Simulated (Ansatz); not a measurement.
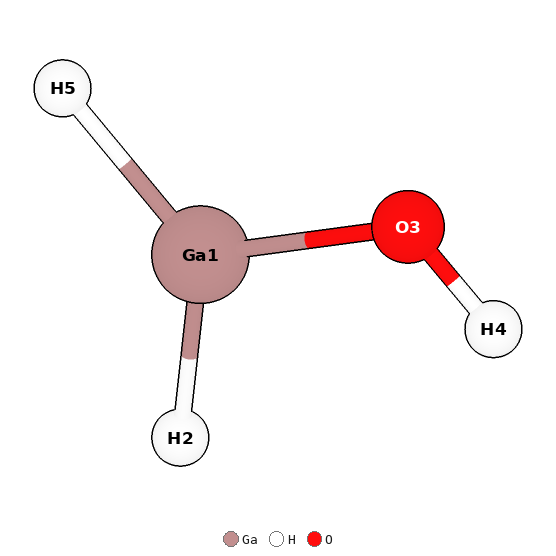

Harmonic vibrations computed with RKS PBE0-D4/def2-TZVP (Ansatz 0.2.0) at a stationary point of the same level.

Question: Minimum or transition state?

Answer: A minimum: no imaginary frequency, and the lowest mode lies at 470 cm⁻¹.

Question: List the wavenumbers.

Answer: 9 modes: 470, 487, 623, 686, 741, 845, 1983, 2027, 3906 cm⁻¹.
